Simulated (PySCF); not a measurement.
## Electronic structure of C₄H₈O₂Si (SMILES C=C[C@H]1CO[SiH2]O1) in real space

| atom | x (Å) | y (Å) | z (Å) |
| --- | --- | --- | --- |
| C | -2.5357 | -0.3576 | -0.2992 |
| C | -1.3021 | -0.0197 | -0.6207 |
| C | -0.1607 | 0.0381 | 0.3482 |
| C | 0.8994 | -1.0415 | -0.0037 |
| O | 1.9273 | -0.4259 | -0.7187 |
| Si | 1.8828 | 1.2085 | -0.5767 |
| O | 0.4850 | 1.2825 | 0.2722 |
| H | -3.3240 | -0.3998 | -1.0311 |
| H | -2.8071 | -0.6088 | 0.7131 |
| H | -1.0322 | 0.2448 | -1.6340 |
| H | -0.5232 | -0.0944 | 1.3736 |
| H | 1.3110 | -1.4844 | 0.9095 |
| H | 0.4619 | -1.8332 | -0.6186 |
| H | 1.7700 | 1.7728 | -1.9119 |
| H | 2.9433 | 1.7264 | 0.2704 |

Geometry: GFN2-xTB.

Computed with PBE0/def2-SVPD, SCF density, gas phase in PySCF.

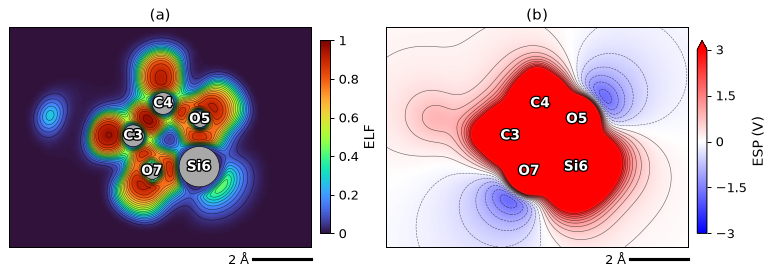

Figure 1. (a) ELF; (b) molecular electrostatic potential on the plane of atoms O5, Si6 and O7. Grey discs cover the atomic cores in the ELF map.

### Describe what can be read from this map.

The section cuts through C, O and Si sites. C–O (1.40 Å): the ELF peaks at about 0.90 between the atoms (a shared but strongly polarised pair). Si–O (1.64 Å): the ELF peaks at about 0.90 between the atoms: a shared but strongly polarised pair. The ELF also peaks beside O7 and O5, away from the bonds: lone-pair regions. Outside the dense part of the molecule the potential is most negative (−1.7 V) near O7.

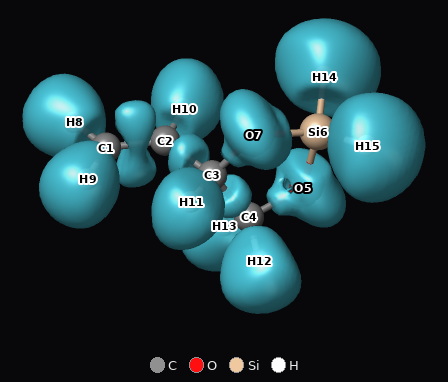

Figure 2. Isosurface of the electron localisation function at 0.75 (cyan), seen across its widest extent. Core shells and regions of very low density are left out.

### Describe the localisation domains.

The surface consists of three regions between bonded C–C atoms (shared pairs), eight regions around hydrogen nuclei and two regions on O in which the atom's valence shell and bonds are merged. Profiles from the grid: C–C (1.32 Å): the ELF peaks at about 0.90 between the atoms (a short, multiple covalent bond).

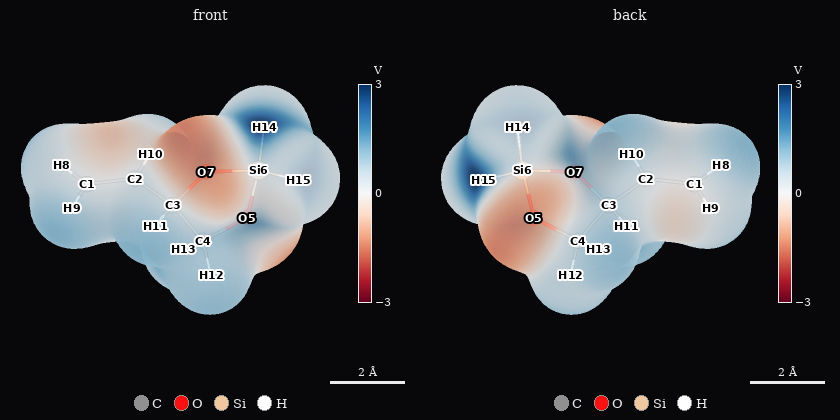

Figure 3. The electrostatic potential painted on the density surface at 0.004 e/bohr³, seen from the front and from behind; red is negative and blue positive.

### Describe the electrostatic potential map.

The most negative region (about −1.5 V) lies over O5 and O7, the most positive (about +2.9 V) over Si6.

### How polar is the molecule by this calculation?

Its dipole moment is 0.80 D.
